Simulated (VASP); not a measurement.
# Driving VASP from ASE on SiNi3

Do ASE scripts that read SiNi3 from different structure formats give one answer, and do several routes find one equilibrium volume? All runs use LDA. Left out of this account: 1 further run (self-consistent run: a reference on another mesh). The start is a computed cell from the Materials Project.

Main program and level: VASP 6.6.1; LDA, spin-polarised from a ferromagnetic start; plane waves and PAW (Si, Ni).

## Step 1: Starting point

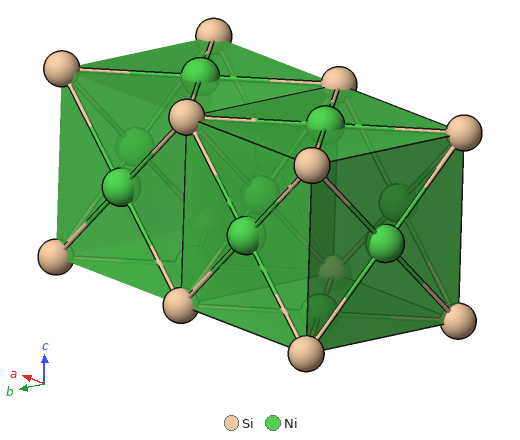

The starting structure, seen from a free direction (silicon light orange, nickel green). 2×1×1 cells are drawn. Some periodic images of atoms are drawn too.

Structure file:

```
Si Ni
1.0
     3.46374    0.00000    0.00000
     0.00000    3.46374    0.00000
     0.00000    0.00000    3.46374
Si Ni
1 3
Direct
  0.00000 0.00000 0.00000
  0.00000 0.50000 0.50000
  0.50000 0.50000 0.00000
  0.50000 0.00000 0.50000
```

## Step 2: A single point (LDA, through ASE)

A single point through ASE, with the structure typed into the script.

run.py

```python
import numpy as np
from ase.calculators.vasp import Vasp
from ase import Atoms
from ase.dft.bandgap import bandgap

atoms = Atoms(['Si', 'Ni', 'Ni', 'Ni'],
              cell=[[3.46374006, 0.0, 0.0], [0.0, 3.46374006, 0.0], [0.0, 0.0, 3.46374006]],
              scaled_positions=[[0.0, 0.0, 0.0], [0.0, 0.5, 0.5], [0.5, 0.5, 0.0], [0.5, 0.0, 0.5]],
              pbc=True)

calc = Vasp(
    xc='lda',
    pp='LDA',
    prec='Accurate',
    encut=400,
    ediff=1e-06,
    nelm=100,
    ismear=-1,
    sigma=0.05,
    lreal=False,
    algo='Normal',
    nbands=27,
    ispin=2,
    lasph=True,
    lmaxmix=4,
    lorbit=11,
    lwave=False,
    lcharg=False,
    kpar=4,
    isif=2,
    pp_version='64',
    setups={'Si': '', 'Ni': ''},
    kpts=(9, 9, 9),
    gamma=True,
    txt='vasp.out',
    magmom=[0.0, 1.0, 1.0, 1.0],
)
atoms.calc = calc

print("energy (eV):", round(atoms.get_potential_energy(), 6))
print("Fermi level (eV):", round(calc.get_fermi_level(), 4))
print("forces (eV/A):")
print(np.round(atoms.get_forces(), 4))
print("stress (GPa, Voigt, tension positive):", np.round(atoms.get_stress() * 160.21766, 3))
print("magnetic moment (muB):", round(atoms.get_magnetic_moment(), 3))
gap, p1, p2 = bandgap(calc, direct=False)
print("gap on the mesh (eV):", round(gap, 4))
```

Potentials, in the order of the species: Si and Ni (LDA family, release 64).

On the command line:

```bash
> export ASE_VASP_COMMAND="mpirun -np 4 vasp_std"
> python run.py
```

The log of the run:

```text
energy (eV): -27.900102
Fermi level (eV): 10.9929
forces (eV/A):
[[0. 0. 0.]
 [0. 0. 0.]
 [0. 0. 0.]
 [0. 0. 0.]]
stress (GPa, Voigt, tension positive): [ 7.548  7.548  7.548  0.    -0.    -0.   ]
magnetic moment (muB): -0.0
gap on the mesh (eV): 0.0
```

It took 6 s on 4 MPI ranks of Intel Xeon 6975P-C (Granite Rapids), shared host; peak memory 0.61 GiB.

Lines that name or quote the potential files are left out of all logs, and their timing lines are given in words.

The INCAR that ASE wrote:

```
ENCUT = 400.000000
SIGMA = 0.050000
EDIFF = 1.00e-06
ALGO = Normal
PREC = Accurate
ISIF = 2
ISMEAR = -1
ISPIN = 2
KPAR = 4
LMAXMIX = 4
LORBIT = 11
NBANDS = 27
NELM = 100
MAGMOM = 1*0.0000 3*1.0000
LASPH = .TRUE.
LCHARG = .FALSE.
LWAVE = .FALSE.
LREAL = .FALSE.
```

The KPOINTS that ASE wrote:

```
KPOINTS created by Atomic Simulation Environment
0
Gamma
9 9 9
0 0 0
```

VASP's own log, vasp.out:

```text
[banner, memory and clock lines left out]
running    4 mpi-ranks, on    1 nodes
 distrk:  each k-point on    1 cores,    4 groups
 distr:  one band on    1 cores,    1 groups

 POSCAR found type information on POSCAR SiNi
 POSCAR found :  2 types and       4 ions
 LDA part: xc-table for (Slater(with rela. corr.)+CA(PZ))
 , standard interpolation
 POSCAR, INCAR and KPOINTS ok, starting setup
 FFT: planning ... GRIDC
 FFT: planning ... GRID_SOFT
 FFT: planning ... GRID
 WAVECAR not read
 entering main loop
       N       E                     dE             d eps       ncg     rms          rms(c)
DAV:   1     0.179652863278E+03    0.17965E+03   -0.12435E+04  3852   0.138E+03
DAV:   2    -0.208176779208E+02   -0.20047E+03   -0.18709E+03  3786   0.286E+02
DAV:   3    -0.313320949077E+02   -0.10514E+02   -0.10053E+02  4215   0.838E+01
DAV:   4    -0.315207916225E+02   -0.18870E+00   -0.18828E+00  4291   0.107E+01
DAV:   5    -0.315264276678E+02   -0.56360E-02   -0.56353E-02  4428   0.168E+00    0.215E+01
DAV:   6    -0.315175773450E+02    0.88503E-02   -0.28854E+01  4503   0.991E+01    0.175E+01
DAV:   7    -0.280097956566E+02    0.35078E+01   -0.10511E+01  4532   0.556E+01    0.421E+00
DAV:   8    -0.279252049966E+02    0.84591E-01   -0.29203E-01  4726   0.448E+00    0.147E+00
DAV:   9    -0.279103748570E+02    0.14830E-01   -0.14563E-02  5495   0.143E+00    0.651E-01
DAV:  10    -0.279088206953E+02    0.15542E-02   -0.10897E-03  4519   0.318E-01    0.344E-01
DAV:  11    -0.279078238295E+02    0.99687E-03   -0.31713E-04  4791   0.298E-01    0.870E-02
DAV:  12    -0.279078319618E+02   -0.81323E-05   -0.10562E-04  4560   0.890E-02    0.492E-02
DAV:  13    -0.279078312027E+02    0.75905E-06   -0.71080E-06  4362   0.400E-02
   1 F= -.27907831E+02 E0= -.27900102E+02  d E =-.154591E-01  mag=     0.0007
```

OUTCAR, selected parts (step 2):

```text
ion  position               nearest neighbor table
   1  0.000  0.000  0.000-   2 2.45   3 2.45   4 2.45   2 2.45   4 2.45   2 2.45   3 2.45   2 2.45
                             3 2.45   4 2.45   4 2.45   3 2.45
   2  0.000  0.500  0.500-   1 2.45   3 2.45   4 2.45   1 2.45   3 2.45   1 2.45   4 2.45   1 2.45
                             3 2.45   4 2.45   3 2.45   4 2.45
   3  0.500  0.500  0.000-   1 2.45   2 2.45   4 2.45   2 2.45   4 2.45   1 2.45   4 2.45   4 2.45
                             1 2.45   2 2.45   2 2.45   1 2.45
   4  0.500  0.000  0.500-   1 2.45   2 2.45   3 2.45   1 2.45   3 2.45   2 2.45   3 2.45   3 2.45
                             1 2.45   2 2.45   1 2.45   2 2.45

  LATTYP: Found a simple cubic cell.
 ALAT       =     3.4637400600

 Subroutine GETGRP returns: Found 48 space group operations
 (whereof 48 operations were pure point group operations)

The static configuration has the point symmetry O_h .

 Found     35 irreducible k-points:

   k-points           NKPTS =     35   k-points in BZ     NKDIM =     35   number of bands    NBANDS=     27

   dimension x,y,z NGX =    24 NGY =   24 NGZ =   24
   dimension x,y,z NGXF=    48 NGYF=   48 NGZF=   48

   ENCUT  =  400.0 eV  29.40 Ry    5.42 a.u.   5.65  5.65  5.65*2*pi/ulx,y,z

   NELECT =      34.0000    total number of electrons

 k-points in reciprocal lattice and weights: KPOINTS created by Atomic Simulation Env
   0.00000000  0.00000000  0.00000000       0.001
   0.11111111  0.00000000  0.00000000       0.008
   0.22222222  0.00000000  0.00000000       0.008
   0.33333333  0.00000000  0.00000000       0.008
   0.44444444  0.00000000  0.00000000       0.008
   0.11111111  0.11111111  0.00000000       0.016
   0.22222222  0.11111111  0.00000000       0.033
   0.33333333  0.11111111  0.00000000       0.033
   0.44444444  0.11111111  0.00000000       0.033
[...]
0.44444444  0.44444444  0.33333333       0.033
   0.44444444  0.44444444  0.44444444       0.011

 average (electrostatic) potential at core
       1 -80.2075       2 -80.1686       3 -80.1686       4 -80.1686

 E-fermi :  10.9929

 spin component 1
 k-point     1 :       0.0000    0.0000    0.0000
  band No.  band energies     occupation
    ...
     12      10.1071      1.00000
     13      10.1071      1.00000
     14      10.3557      1.00000
     15      10.3557      1.00000
     16      10.6846      0.99790
     17      11.0165      0.38381
     18      11.0165      0.38381
     19      11.0165      0.38381
     20      16.1375      0.00000
     21      17.5463      0.00000
    ...

 k-point     2 :       0.1111    0.0000    0.0000
  band No.  band energies     occupation
    ...
     12      10.1809      1.00000
     13      10.1809      1.00000
     14      10.3582      1.00000
     15      10.3625      1.00000
     16      10.6211      0.99941
     17      11.0167      0.38307
     18      11.3273      0.00124
     19      11.3273      0.00124
     20      16.4180      0.00000
     21      17.5098      0.00000
    ...

 k-point     3 :       0.2222    0.0000    0.0000
  band No.  band energies     occupation
    ...
     12      10.0564      1.00000
     13      10.0564      1.00000
     14      10.1893      1.00000
     15      10.3372      1.00000
     16      10.4606      0.99998
     17      11.0171      0.38114
     18      12.1795      0.00000
     19      12.1795      0.00000
     20      16.5641      0.00000
     21      17.4067      0.00000
    ...

 k-point     4 :       0.3333    0.0000    0.0000
  band No.  band energies     occupation
    ...
     12       9.8130      1.00000
     13       9.8130      1.00000
     14       9.9130      1.00000
     15      10.1000      1.00000
     16      10.4175      0.99999
     17      11.0175      0.37944
     18      13.3036      0.00000
     19      13.3036      0.00000
     20      16.5074      0.00000
     21      17.2677      0.00000
    ...

 k-point     5 :       0.4444    0.0000    0.0000
  band No.  band energies     occupation
    ...
     12       9.6190      1.00000
     13       9.6190      1.00000
     14       9.6794      1.00000
     15       9.8291      1.00000
     16      10.4234      0.99999
     17      11.0177      0.37854
     18      14.4719      0.00000
     19      14.4719      0.00000
     20      16.4251      0.00000
     21      16.6929      0.00000
    ...

 k-point     6 :       0.1111    0.1111    0.0000
  band No.  band energies     occupation
    ...
     13      10.1743      1.00000
     14      10.2749      1.00000
     15      10.4424      0.99998
     16      10.5548      0.99984
     17      10.9397      0.74351
     18      11.3510      0.00077
     19      11.6708      0.00000
     20      16.7496      0.00000
     21      17.8826      0.00000
     22      18.1442      0.00000
    ...

  Total       -1.9576351     -1.9576351     -1.9576351     -0.0000000     -0.0000000      0.0000000
  in kB      -75.4755777    -75.4755777    -75.4755777     -0.0000000     -0.0000000      0.0000000
  external PRESSURE =     -75.4755777 kB  Pullay stress =       0.0000000 kB

  energy-cutoff  :      400.00
  volume of cell :       41.56
      direct lattice vectors                 reciprocal lattice vectors
     3.463740060  0.000000000  0.000000000     0.288705267  0.000000000  0.000000000
     0.000000000  3.463740060  0.000000000     0.000000000  0.288705267  0.000000000
     0.000000000  0.000000000  3.463740060     0.000000000  0.000000000  0.288705267

 POSITION                                       TOTAL-FORCE (eV/Angst)
 -----------------------------------------------------------------------------------
      0.00000      0.00000      0.00000         0.000000      0.000000      0.000000
      0.00000      1.73187      1.73187         0.000000      0.000000      0.000000
      1.73187      1.73187      0.00000         0.000000      0.000000      0.000000
      1.73187      0.00000      1.73187         0.000000      0.000000      0.000000
 -----------------------------------------------------------------------------------
    total drift:                                0.000000     -0.000000     -0.000000

  FREE ENERGIE OF THE ION-ELECTRON SYSTEM (eV)
  ---------------------------------------------------
  free  energy   TOTEN  =       -27.9078312027 eV

  energy  without entropy=      -27.8923720685  energy(sigma->0) =      -27.90010164

 total charge
# of ion       s       p       d       tot
------------------------------------------
    1        0.735   0.842   0.000   1.577
    2        0.505   0.608   8.445   9.558
    3        0.505   0.608   8.445   9.558
    4        0.505   0.608   8.445   9.558
--------------------------------------------------
tot          2.251   2.666  25.334  30.252

 magnetization (x)
# of ion       s       p       d       tot
------------------------------------------
    1       -0.000  -0.000   0.000  -0.000
    2        0.000   0.000   0.000   0.000
    3        0.000   0.000   0.000   0.000
    4        0.000   0.000   0.000   0.000
--------------------------------------------------
tot         -0.000  -0.000   0.000   0.000

[... 6 further parts left out ...]
```

The moments of the start collapse, so the state is non-magnetic; other starts or orders were not tried. At this level the cell is under a tension of 7.5 GPa, so at these settings it is away from equilibrium.

Numbers from this step:

```
electronic steps                                  : 13
electrons                                         : 34
bands                                             : 27
irreducible k points                              : 35
symmetry operations                               : 48
free energy (TOTEN)                               : -27.91 eV
energy at zero smearing                           : -27.90 eV
Fermi energy                                      : 10.99 eV
pressure                                          : -7.548 GPa
moment of the cell, from the last line of the log : 0 μB
metallic                                          : yes
```

The spin moment in the PAW sphere vanishes on all atoms.

The pressure is -7.55 GPa and the largest force 0.000 eV/Å, so the cell is not at a minimum at these settings.

## Step 3: Self-consistent run (LDA, through ASE)

The single point through ASE, with the structure read from a CIF with its space group. The mesh changes to 6×6×6, so this is no clean test of the format.

Edit run.py of step 2 so:

```diff
@@ -2,9 +2,6 @@
 from ase.calculators.vasp import Vasp
-from ase import Atoms
+from ase.io import read
 from ase.dft.bandgap import bandgap
 
-atoms = Atoms(['Si', 'Ni', 'Ni', 'Ni'],
-              cell=[[3.46374006, 0.0, 0.0], [0.0, 3.46374006, 0.0], [0.0, 0.0, 3.46374006]],
-              scaled_positions=[[0.0, 0.0, 0.0], [0.0, 0.5, 0.5], [0.5, 0.5, 0.0], [0.5, 0.0, 0.5]],
-              pbc=True)
+atoms = read('SiNi3.cif')
 
@@ -32,3 +29,3 @@
     setups={'Si': '', 'Ni': ''},
-    kpts=(9, 9, 9),
+    kpts=(6, 6, 6),
     gamma=True,
```

SiNi3.cif

```cif
data_SiNi3
_cell_length_a 3.46374006
_cell_length_b 3.46374006
_cell_length_c 3.46374006
_cell_angle_alpha 90.00000000
_cell_angle_beta 90.00000000
_cell_angle_gamma 90.00000000
_space_group_name_H-M_alt 'Pm-3m'
_space_group_name_Hall '-P 4 2 3'
_space_group_IT_number 221
loop_
_space_group_symop_operation_xyz
'x,y,z'
'-x,-y,-z'
'-y,x,z'
'y,-x,-z'
'-x,-y,z'
'x,y,-z'
'y,-x,z'
'-y,x,-z'
'x,-y,-z'
'-x,y,z'
'-y,-x,-z'
'y,x,z'
'-x,y,-z'
'x,-y,z'
'y,x,-z'
'-y,-x,z'
'z,x,y'
'-z,-x,-y'
'z,-y,x'
'-z,y,-x'
'z,-x,-y'
'-z,x,y'
'z,y,-x'
'-z,-y,x'
'-z,x,-y'
'z,-x,y'
'-z,-y,-x'
'z,y,x'
'-z,-x,y'
'z,x,-y'
'-z,y,x'
'z,-y,-x'
'y,z,x'
'-y,-z,-x'
'x,z,-y'
'-x,-z,y'
'-y,z,-x'
'y,-z,x'
'-x,z,y'
'x,-z,-y'
'-y,-z,x'
'y,z,-x'
'-x,-z,-y'
'x,z,y'
'y,-z,-x'
'-y,z,x'
'x,-z,y'
'-x,z,-y'
loop_
_atom_site_label
_atom_site_type_symbol
_atom_site_symmetry_multiplicity
_atom_site_Wyckoff_symbol
_atom_site_fract_x
_atom_site_fract_y
_atom_site_fract_z
_atom_site_occupancy
Si1 Si 1 a 0.0000000000 0.0000000000 0.0000000000 1
Ni1 Ni 3 c 0.0000000000 0.5000000000 0.5000000000 1
```

The log of the run:

```text
energy (eV): -27.898805
Fermi level (eV): 11.0042
forces (eV/A):
[[0. 0. 0.]
 [0. 0. 0.]
 [0. 0. 0.]
 [0. 0. 0.]]
stress (GPa, Voigt, tension positive): [ 7.606  7.606  7.606 -0.    -0.     0.   ]
magnetic moment (muB): 0.001
gap on the mesh (eV): 0.0
```

Wall time 4.2 s (4 MPI ranks); peak memory 0.54 GiB; 12 s of CPU time.

The INCAR that ASE wrote:

```
ENCUT = 400.000000
SIGMA = 0.050000
EDIFF = 1.00e-06
ALGO = Normal
PREC = Accurate
ISIF = 2
ISMEAR = -1
ISPIN = 2
KPAR = 4
LMAXMIX = 4
LORBIT = 11
NBANDS = 27
NELM = 100
MAGMOM = 1*0.0000 3*1.0000
LASPH = .TRUE.
LCHARG = .FALSE.
LWAVE = .FALSE.
LREAL = .FALSE.
```

ASE turned this into the KPOINTS:

```
KPOINTS created by Atomic Simulation Environment
0
Gamma
6 6 6
0 0 0
```

vasp.out:

```text
[... set-up lines as in an earlier step ...]
 entering main loop
       N       E                     dE             d eps       ncg     rms          rms(c)
DAV:   1     0.178300638683E+03    0.17830E+03   -0.12468E+04  2248   0.138E+03
DAV:   2    -0.206723885242E+02   -0.19897E+03   -0.18543E+03  2166   0.287E+02
DAV:   3    -0.313335158840E+02   -0.10661E+02   -0.10158E+02  2405   0.841E+01
DAV:   4    -0.315262852334E+02   -0.19277E+00   -0.19238E+00  2463   0.109E+01
DAV:   5    -0.315321950026E+02   -0.59098E-02   -0.59090E-02  2585   0.171E+00    0.215E+01
DAV:   6    -0.314717158697E+02    0.60479E-01   -0.28841E+01  2589   0.986E+01    0.173E+01
DAV:   7    -0.280043463074E+02    0.34674E+01   -0.99211E+00  2573   0.549E+01    0.421E+00
DAV:   8    -0.279219251246E+02    0.82421E-01   -0.27636E-01  2642   0.433E+00    0.149E+00
DAV:   9    -0.279084244471E+02    0.13501E-01   -0.13982E-02  3157   0.138E+00    0.668E-01
DAV:  10    -0.279066115826E+02    0.18129E-02   -0.10128E-03  2700   0.324E-01    0.346E-01
DAV:  11    -0.279056343126E+02    0.97727E-03   -0.29499E-04  2761   0.272E-01    0.913E-02
DAV:  12    -0.279056211296E+02    0.13183E-04   -0.10746E-04  3080   0.919E-02    0.471E-02
DAV:  13    -0.279056222777E+02   -0.11481E-05   -0.90812E-06  2466   0.410E-02    0.113E-02
DAV:  14    -0.279056217380E+02    0.53967E-06   -0.88726E-07  1760   0.952E-03
   1 F= -.27905622E+02 E0= -.27898805E+02  d E =-.136334E-01  mag=    -0.0001
```

From OUTCAR (step 3):

```text
The static configuration has the point symmetry O_h .

 Found     20 irreducible k-points:

   k-points           NKPTS =     20   k-points in BZ     NKDIM =     20   number of bands    NBANDS=     27

   NELECT =      34.0000    total number of electrons

 E-fermi :  11.0042

 spin component 1
 k-point     1 :       0.0000    0.0000    0.0000
  band No.  band energies     occupation
    ...
     12      10.1077      1.00000
     13      10.1077      1.00000
     14      10.3549      1.00000
     15      10.3549      1.00000
     16      10.6847      0.99832
     17      11.0157      0.44273
     18      11.0157      0.44273
     19      11.0157      0.44273
     20      16.1375      0.00000
     21      17.5466      0.00000
    ...

 k-point     2 :       0.1667    0.0000    0.0000
  band No.  band energies     occupation
    ...
     12      10.1455      1.00000
     13      10.1455      1.00000
     14      10.2948      1.00000
     15      10.3568      1.00000
     16      10.5458      0.99990
     17      11.0161      0.44112
     18      11.7046      0.00000
     19      11.7046      0.00000
     20      16.5320      0.00000
     21      17.4660      0.00000
    ...

 k-point     3 :       0.3333    0.0000    0.0000
  band No.  band energies     occupation
    ...
     12       9.8125      1.00000
     13       9.8125      1.00000
     14       9.9121      1.00000
     15      10.1000      1.00000
     16      10.4168      0.99999
     17      11.0167      0.43817
     18      13.3039      0.00000
     19      13.3039      0.00000
     20      16.5077      0.00000
     21      17.2682      0.00000
    ...

 k-point     4 :       0.5000    0.0000    0.0000
  band No.  band energies     occupation
    ...
     12       9.5890      1.00000
     13       9.5890      1.00000
     14       9.6414      1.00000
     15       9.7822      1.00000
     16      10.4239      0.99999
     17      11.0169      0.43704
     18      14.7624      0.00000
     19      14.7624      0.00000
     20      16.3654      0.00000
     21      16.3654      0.00000
    ...

  Total       -1.9728191     -1.9728191     -1.9728191      0.0000000     -0.0000000      0.0000000
  in kB      -76.0609872    -76.0609872    -76.0609872      0.0000000     -0.0000000      0.0000000
  external PRESSURE =     -76.0609872 kB  Pullay stress =       0.0000000 kB

 POSITION                                       TOTAL-FORCE (eV/Angst)
 -----------------------------------------------------------------------------------
      0.00000      0.00000      0.00000         0.000000      0.000000      0.000000
      0.00000      1.73187      1.73187         0.000000      0.000000      0.000000
      1.73187      0.00000      1.73187         0.000000      0.000000      0.000000
      1.73187      1.73187      0.00000         0.000000      0.000000      0.000000
 -----------------------------------------------------------------------------------
    total drift:                                0.000000     -0.000000     -0.000000

  FREE ENERGIE OF THE ION-ELECTRON SYSTEM (eV)
  ---------------------------------------------------
  free  energy   TOTEN  =       -27.9056217380 eV

  energy  without entropy=      -27.8919883435  energy(sigma->0) =      -27.89880504

 total charge
# of ion       s       p       d       tot
------------------------------------------
    1        0.736   0.842   0.000   1.578
    2        0.505   0.608   8.445   9.558
    3        0.505   0.608   8.445   9.558
    4        0.505   0.608   8.445   9.558
--------------------------------------------------
tot          2.252   2.665  25.334  30.252

 magnetization (x)
# of ion       s       p       d       tot
------------------------------------------
    1        0.000  -0.000   0.000  -0.000
    2       -0.000  -0.000   0.000   0.000
    3       -0.000  -0.000   0.000   0.000
    4       -0.000  -0.000   0.000   0.000
--------------------------------------------------
tot         -0.000  -0.000   0.000   0.000

[... 5 parts as in an earlier step ...]

[... 11 further parts left out ...]
```

The k-mesh is coarse for a metal. At this level the cell is under a tension of 7.6 GPa, so at these settings it is away from equilibrium.

This step gave:

```yaml
electronic_steps: 14
irreducible_k_points: 20
fermi_energy: 11.00 eV
pressure: -7.606 GPa
```

The energy lies +0.32 meV an atom from the first script, on another mesh.

(Continued in part 2 of 3.)

[Lines on the potential files, build, host, timing and source positions are cut from VASP's logs without a mark.]

[Logs are printed without paths, hosts, clocks, repeated set-up lines and the standing remarks that a program may print on its own settings, such as how far it seeks lower states.]

[Hosts, paths, dates, database ids (printed as entryN), source tags and the programs' standing remarks are cut or masked in the printed files.]

[A measured line is paired with the nearest computed mode of its activity, which favours agreement.]
